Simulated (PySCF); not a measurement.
**NMR shielding calculation, with input and output: C₂H₇Al**

System: C₂H₇Al, SMILES C[CH2][AlH2].
Method: GIAO PBE0/def2-SVP NMR shielding, non-relativistic, gas phase (PySCF 2.14.0).

The geometry comes from this level: PBE0-D3(BJ)/def2-SVP. Figures and captions count atoms from 1; the log counts them from 0 in places.

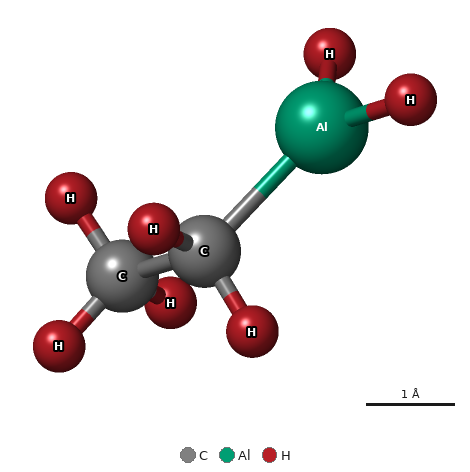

Fig. 1: The structure as given in the input (ball-and-stick view, seen at an oblique angle). Sticks mark near contacts. Bond lengths as drawn: Al–C 1.96 Å, Al–H 1.60 Å, C–C 1.53 Å and C–H 1.10 to 1.11 Å.

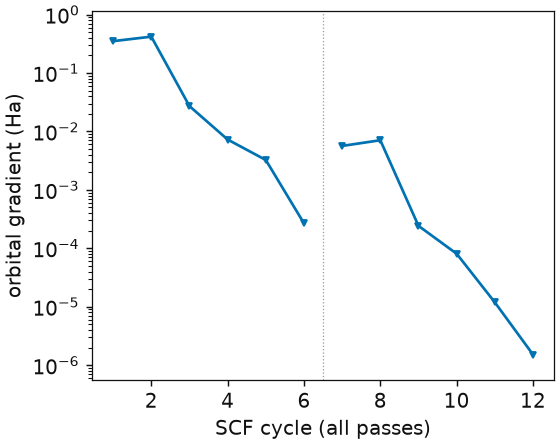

Fig. 2: Convergence of the self-consistent field: orbital gradient against the SCF cycle. The dotted line marks the change from a coarse to the final integration grid. The first 6 cycles use a coarse grid, the final grid takes over at cycle 7, and the field converges after 12 cycles in all.

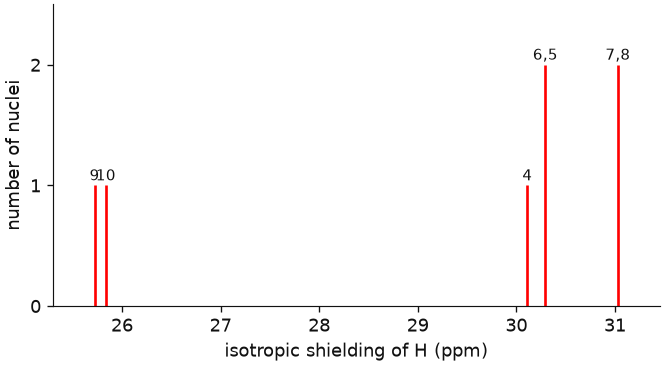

Fig. 3: Isotropic shieldings of the hydrogen nuclei in this fixed geometry, labelled by atom number; shielding grows to the right, so chemical shift grows to the left. The least shielded is H9 (25.7 ppm), the most shielded H8 (31.0 ppm).

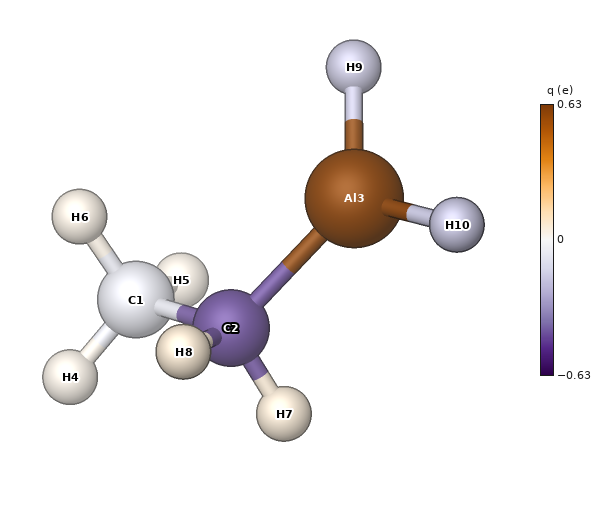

Fig. 4: Mulliken charges, as the colour of each atom (ball-and-stick view, seen at a tilt; atoms are numbered from 1 in the order of the input). By element: C −0.44 to −0.06, Al +0.60 and H −0.18 to +0.07 e.

These pictures come from the run below.

## Input file
```
{"job": {"kind": "nmr", "xc": "PBE0", "basis": "def2-SVP", "pop": true}, "charge": 0, "multiplicity": 1}
C     -1.217279    -0.052658     0.543390
C     -0.190657     0.258176    -0.544721
Al     1.688422    -0.178309    -0.172847
H     -2.243568     0.218422     0.244688
H     -1.000396     0.488674     1.478434
H     -1.230349    -1.124364     0.800522
H     -0.223291     1.331413    -0.816946
H     -0.456715    -0.255783    -1.489402
H      2.124206    -0.854753     1.205124
H      2.799804     0.148379    -1.269418
```

The first line tells a small driver script what to run in PySCF; the rest is the geometry in Å.

Run as:
```bash
OMP_NUM_THREADS=1 python <driver script> task.json out
```

## Log
```
coarse grid: 8136 points
cycle   1  E = -322.3952326481  dE = -1.541e-01  |g| = 3.505e-01  |ddm| = 2.822e+00
cycle   2  E = -322.3817533356  dE =  1.348e-02  |g| = 4.183e-01  |ddm| = 7.885e-01
cycle   3  E = -322.4309162058  dE = -4.916e-02  |g| = 2.710e-02  |ddm| = 4.425e-01
cycle   4  E = -322.4311487796  dE = -2.326e-04  |g| = 7.273e-03  |ddm| = 4.342e-02
cycle   5  E = -322.4311610507  dE = -1.227e-05  |g| = 3.247e-03  |ddm| = 9.989e-03
cycle   6  E = -322.4311637116  dE = -2.661e-06  |g| = 2.679e-04  |ddm| = 2.859e-03
final grid: 71912 points
cycle   7  E = -322.4764871845  dE = -8.182e-06  |g| = 5.653e-03  |ddm| = 1.495e-02
cycle   8  E = -322.4764822145  dE =  4.970e-06  |g| = 7.073e-03  |ddm| = 1.177e-02
cycle   9  E = -322.4764959132  dE = -1.370e-05  |g| = 2.427e-04  |ddm| = 6.735e-03
cycle  10  E = -322.4764959270  dE = -1.381e-08  |g| = 8.089e-05  |ddm| = 2.808e-04
cycle  11  E = -322.4764959286  dE = -1.622e-09  |g| = 1.193e-05  |ddm| = 8.207e-05
cycle  12  E = -322.4764959287  dE = -4.263e-11  |g| = 1.524e-06  |ddm| = 1.874e-05
converged SCF energy = -322.4764959287

GIAO shielding tensors (ppm)
atom      isotropic    diamagn.    paramagn.     s11        s22        s33       span
  0 C      183.157     242.277     -59.119    176.205    179.367    193.901     17.695
  1 C      184.735     244.264     -59.529    163.083    193.187    197.936     34.853
  2 Al     307.540     795.104    -487.564    213.149    297.881    411.590    198.441
  3 H       30.111      28.285       1.827     25.144     28.211     36.979     11.835
  4 H       30.303      29.450       0.852     26.350     28.259     36.299      9.949
  5 H       30.285      29.451       0.835     26.324     28.260     36.272      9.948
  6 H       31.013      29.566       1.447     26.444     29.820     36.774     10.330
  7 H       31.046      29.559       1.487     26.467     29.851     36.821     10.354
  8 H       25.722      28.554      -2.832     23.846     24.258     29.061      5.215
  9 H       25.836      28.284      -2.448     23.670     24.271     29.567      5.898
```

## Key numbers

```tsv
quantity	value
outcome	converged
total energy	−322.476496 hartree
HOMO	−7.52 eV
LUMO	−1.28 eV
dipole moment	0.74 D
isotropic shielding, C	183.2 to 184.7 ppm
isotropic shielding, Al	307.5 ppm
isotropic shielding, H	25.7 to 31.0 ppm
hardware	1 CPU thread, shared host
wall time	3.4 s
peak memory	0.42 GiB
```
